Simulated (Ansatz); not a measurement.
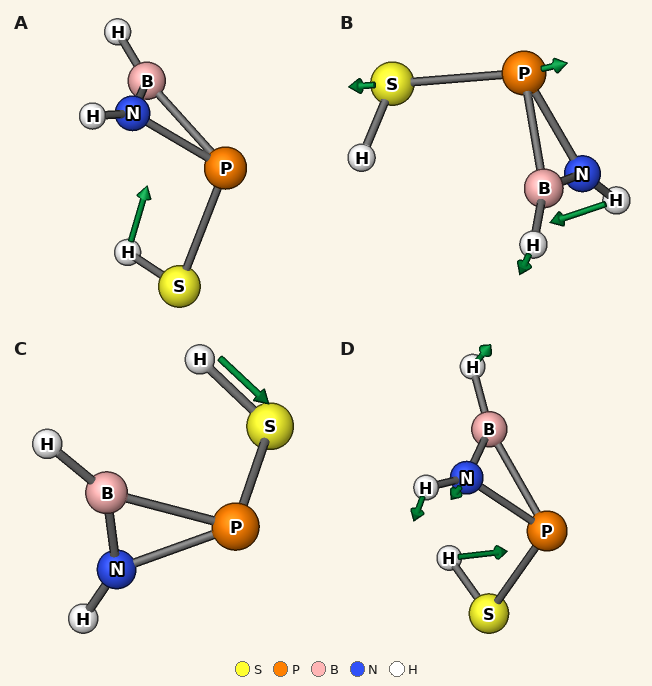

4 normal modes of one molecule or complex, as arrows. Harmonic vibrations computed with RKS PBE0-D4/def2-TZVP (Ansatz 0.2.0) at a stationary point of the same level.

Match the panels to the wavenumbers 268 cm⁻¹, 452 cm⁻¹, 772 cm⁻¹, 2691 cm⁻¹.

Answer. A: 772 cm⁻¹, H–S–P bending
B: 452 cm⁻¹, P–S stretching
C: 2691 cm⁻¹, S–H stretching
D: 268 cm⁻¹
